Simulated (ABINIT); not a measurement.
# GaAs (F-43m): G0W0 with ABINIT, start to end, part 3 of 3

Aim: the G0W0 gap of GaAs (F-43m) on PBE, step by step.

ABINIT 10.8.3; PBE and many-body steps on it, plane waves. Known limits of the many-body steps: not at the basis limit; screening runs away on this mesh; no spin-orbit coupling; coarse k mesh.

So far. Step 4 (Empty states on the mesh, 4×4×4 mesh, 119 bands): On this mesh the gap is 0.508 eV. Step 5 (Screening, 4×4×4 mesh, 109 bands, screening to 149.7 eV): Local fields lower ε∞ by 6 %. The value itself is an artefact of the mesh, where one narrow direct gap carries too much weight.

**6. Self-energy, 4×4×4 mesh, 109 bands, screening to 149.7 eV**

The self-energy is evaluated for the states that the input lists, and the levels follow from it, in one-shot runs by the linearised quasiparticle equation.

This step: G0W0 on PBE, plane waves, norm-conserving pseudopotentials.

Input file run.abi:

```
acell 3*1.0 Angstrom
rprim 
  0.000000000000 2.826850000000 2.826850000000
  2.826850000000 0.000000000000 2.826850000000
  2.826850000000 2.826850000000 0.000000000000
ntypat 2
znucl 31 33
natom 2
typat 1 2
xred 
  0.000000000000 0.000000000000 0.000000000000
  0.250000000000 0.250000000000 0.250000000000
pp_dirpath "pseudos"
pseudos "Ga.upf, As.upf"
ecut 45
ngkpt 4 4 4
nshiftk 1
shiftk 0 0 0
kptopt 1
chksymbreak 0
istwfk *1
occopt 1
irdwfk 1
optdriver 4
nband 109
gwcalctyp 0
ecutsigx 45
symsigma 1
nkptgw 1
kptgw 
  0.0000000000 0.0000000000 0.0000000000
bdgw 
  20 26
ecuteps 5.5
irdscr 1
ppmodel 1
indata_prefix "in"
outdata_prefix "out"
tmpdata_prefix "tmp"
```

Run with:

```sh
$ OMP_NUM_THREADS=1 mpirun -n 4 abinit run.abi > log
```

Numbers of over 12 decimals in the logs are rounded to 6 here.

What it wrote:

```text
.Version 10.8.3 of ABINIT. v10.8.2 released Aug 2026.

 Symmetries : space group F-4 3 m (#216); Bravais cF (face-center cubic)
[... echo of the input left out ...]
== DATASET  1 ==================================================================
-   mpi_nproc: 4, omp_nthreads: 1 (-1 if OMP is not activated)

--- !DatasetInfo
iteration_state: {dtset: 1, }
dimensions: {natom: 2, nkpt: 8, mband: 109, nsppol: 1, nspinor: 1, nspden: 1, mpw: 4477, }
cutoff_energies: {ecut:  45.0, pawecutdg:  -1.0, }
electrons: {nelect:   4.40000000E+01, charge:   0.00000000E+00, occopt:   1.00000000E+00, tsmear:   1.00000000E-02, }

 SIGMA: Calculation of the GW corrections

 Based on a program developped by R.W. Godby, V. Olevano, G. Onida, and L. Reining.
 Incorporated in ABINIT by V. Olevano, G.-M. Rignanese, and M. Torrent.
.Using double precision arithmetic ; gwpc =  8

[... cell and pseudopotentials left out ...]
--------------------------------------------------------------------------------

 ==== K-mesh for the wavefunctions ====
 Number of points in the irreducible wedge :     8
[... list of points left out ...]
 Together with 24 symmetry operations and time-reversal symmetry
 yields    64 points in the full Brillouin Zone.

 ==== Q-mesh for screening function ====
 Number of points in the irreducible wedge :     8
[... list of points left out ...]
 Together with 24 symmetry operations and time-reversal symmetry
 yields    64 points in the full Brillouin Zone.

 vcoul_init : cutoff-mode = AUXILIARY_FUNCTION
 q-points for optical limit:   1
     1)      0.000010    0.000020    0.000030
 setmesh: FFT mesh size selected  =    45x   45x   45
          total number of points  =        91125

 Number of electrons calculated from density =   44.0000; Expected =   44.0000
 average of density, n =  0.144317
 r_s =    1.1827
 omega_plasma =   36.6450 [eV]

 === KS Band Gaps ===
  >>>> For spin  1
   Minimum direct gap =   0.5078 [eV], located at k-point      :   0.0000  0.0000  0.0000
   Fundamental gap    =   0.5078 [eV], Top of valence bands at :   0.0000  0.0000  0.0000
                                       Bottom of conduction at :   0.0000  0.0000  0.0000
 SIGMA fundamental parameters:
 PLASMON POLE MODEL  1
 number of plane-waves for SigmaX                 4477
 number of plane-waves for SigmaC and W            169
 number of plane-waves for wavefunctions          4477
 number of bands                                   109
 number of independent spin polarizations            1
 number of spinorial components                      1
 number of k-points in IBZ                           8
 number of q-points in IBZ                           8
 number of symmetry operations                      24
 number of k-points in BZ                           64
 number of q-points in BZ                           64
 number of frequencies for dSigma/dE                 9
 frequency step for dSigma/dE [eV]                0.25
 number of omega for Sigma on real axis              0
 max omega for Sigma on real axis  [eV]           0.00
 zcut for avoiding poles [eV]                     0.10

 EPSILON^-1 parameters (SCR file):
 dimension of the eps^-1 matrix on file            169
 dimension of the eps^-1 matrix used               169
 number of plane-waves for wavefunctions          4477
 number of bands                                   109
 number of q-points in IBZ                           8
 number of frequencies                               2
 number of real frequencies                          1
 number of imag frequencies                          1

 matrix elements of self-energy operator (all in [eV])

 Perturbative Calculation

--- !SelfEnergy_ee
iteration_state: {dtset: 1, }
kpoint     : [   0.000,    0.000,    0.000, ]
spin       : 1
KS_gap     :    0.508
QP_gap     :    1.140
Delta_QP_KS:    0.632
data: !SigmaeeData |
     Band     E0 <VxcDFT>   SigX SigC(E0)      Z dSigC/dE  Sig(E)    E-E0       E
       20   5.666 -14.357 -16.013   1.213   0.799  -0.252 -14.711  -0.354   5.312
       21   5.666 -14.357 -16.013   1.213   0.799  -0.252 -14.711  -0.354   5.312
       22   5.666 -14.357 -16.013   1.213   0.799  -0.252 -14.711  -0.354   5.312
       23   6.174 -14.700 -10.607  -3.746   0.803  -0.246 -14.421   0.278   6.452
       24   9.403 -11.528  -7.015  -4.303   0.802  -0.247 -11.360   0.168   9.571
       25   9.403 -11.528  -7.015  -4.303   0.802  -0.247 -11.360   0.168   9.571
       26   9.403 -11.528  -7.015  -4.303   0.802  -0.247 -11.360   0.168   9.571

== END DATASET(S) ==============================================================
================================================================================

 -outvars: echo values of variables after computation  --------
           etotal      0.0000000000E+00
            nband         109
             nkpt           8
          spgroup         216
 [... the other variables as echoed above ...]

 Calculation completed.
```

Wall time 6.4 s (4 MPI ranks of Arm Neoverse V1, shared host); peak memory 0.89 GiB.

Numbers from this step:

```yaml
g0w0_gap_on_the_points_computed: 1.140 eV
starting_gap_on_the_mesh: 0.5078 eV
k_of_the_valence_top: 0, 0, 0
k_of_the_conduction_bottom: 0, 0, 0
z_at_the_valence_top: 0.799
z_at_the_conduction_bottom: 0.803
least_direct_g0w0_gap_on_the_computed_points: 1.140 eV
```

The gap on the mesh goes from 0.51 eV to 1.14 eV, a correction of +0.63 eV.

Limits: finite bands, cutoff and mesh; no spin-orbit coupling; coarse k mesh. v1 is the top filled band, c1 the lowest empty one. The levels before and after the correction (eV, zero at the valence-band top of each column):

|  | conduction bottom | valence top |
| --- | --- | --- |
| Kohn-Sham | 0.51 | 0.00 |
| G0W0 | 1.14 | 0.00 |

|  | level | energy (eV) |
| --- | --- | --- |
| Kohn-Sham | Γ v3-v1 | 0.000 |
| Kohn-Sham | Γ c1 | 0.508 |
| Kohn-Sham | Γ c2-c4 | 3.737 |
| G0W0 | Γ v3-v1 | 0.000 |
| G0W0 | Γ c1 | 1.140 |
| G0W0 | Γ c2-c4 | 4.259 |

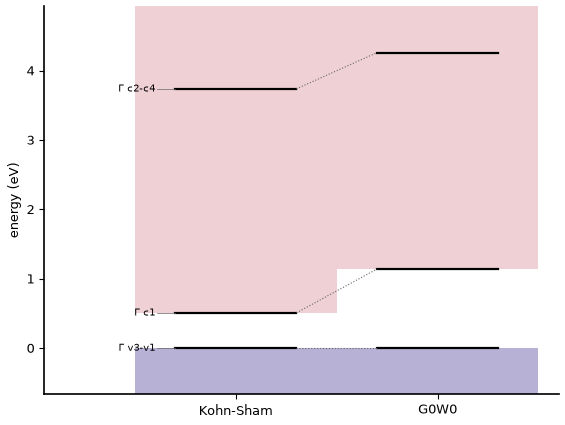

Levels before and after the correction. Shaded: valence and conduction bands.

**7. Where the time went**

Times are wall times on 4 MPI ranks of Arm Neoverse V1, shared host, good to a factor of about two.

| step | time | share | memory (GiB) |
| --- | --- | --- | --- |
| ground state | 25 s | 18 % | 0.35 |
| bands along the symmetry lines | 29 s | 21 % | 0.36 |
| empty states on the mesh | 32 s | 23 % | 0.35 |
| screening | 48 s | 34 % | 1.1 |
| self-energy | 6.4 s | 5 % | 0.89 |

**8. Summary of results**

| Item | Value |
| --- | --- |
| PBE gap | 0.51 eV, direct |
| G0W0 gap on the mesh | 1.14 eV |
| GW settings | 4×4×4 mesh, 109 bands, screening to 149.7 eV, Godby-Needs plasmon pole |
| known limits | not at the basis limit; screening runs away on this mesh; no spin-orbit coupling; coarse k mesh |

G0W0 moves the gap on the mesh from 0.51 eV to 1.14 eV (+0.63 eV), with Z of 0.80 and 0.80 at the edges. Local fields lower the RPA ε∞ on this mesh from 149.56 to 140.57; a Γ-centred mesh this coarse tends to raise both, most where the direct gap is narrow, while a short band sum lowers them. Only 1 of the mesh's irreducible points was corrected, so a valley elsewhere could overtake. Against experiment, by G0W0@PBE: the direct gap of 1.14 eV lies −0.37 eV from the measured 1.51 eV (exciton, 77 K, 2020); the direct gap of 1.14 eV lies −0.28 eV from the measured 1.42 eV (exciton, 300 K, 2014); the direct gap of 1.14 eV lies −0.28 eV from the measured 1.418 ± 0.005 eV (direct, 300 K, 2008); the direct gap of 1.14 eV lies −0.27 eV from the measured 1.412 ± 0.01 eV (direct, 300 K, 2008). An exciton line or allowed optical edge lies below the quasiparticle gap by the binding energy; a forbidden edge can push the onset above it. The calculation has static nuclei and no excitons; a measured gap holds zero-point and thermal motion, which mostly lowers it. Bands and cutoff are finite, so the gap is not at the basis limit. The miss can reach some tenths of an eV and take either sign; the mesh is an error of its own. In the G0W0 run levels were corrected at 1 k point alone, so a gap called «on the mesh» is the least over those, and an edge elsewhere would be missed. The 4×4×4 mesh is coarse for this cell, which bears on the long-range parts of exchange and screening. On this mesh the RPA ε∞ passes 90, more than nearly any semiconductor shows; a coarse mesh does this where one point with a narrow direct gap carries much weight. The screening is then too strong, and the G0W0 gap should not be taken as the material's. The many-body steps are scalar-relativistic: spin-orbit coupling is not in them.

[Paths, hosts, dates, memory and timing lines, banners, echoed tables and standing remarks are left out of the program output.]

[Logs are printed without paths, hosts, clocks, repeated set-up lines and the standing remarks that a program may print on its own settings, such as how far it seeks lower states.]

[Runs of the session that timed out or met a known fault of the program may be left out.]

[Hosts, paths, dates, database ids (printed as entryN), source tags and the programs' standing remarks are cut or masked in the printed files.]

[G0W0 gaps are taken among the corrected bands and points alone; a level outside them can change the order at an edge.]

[Where Ansatz stands beside ABINIT at settings called matched, ABINIT's density can come from a denser mesh and the files from another edition; pairs whose starting gaps differed by over 0.03 eV were left out, so agreement reads better than it is.]
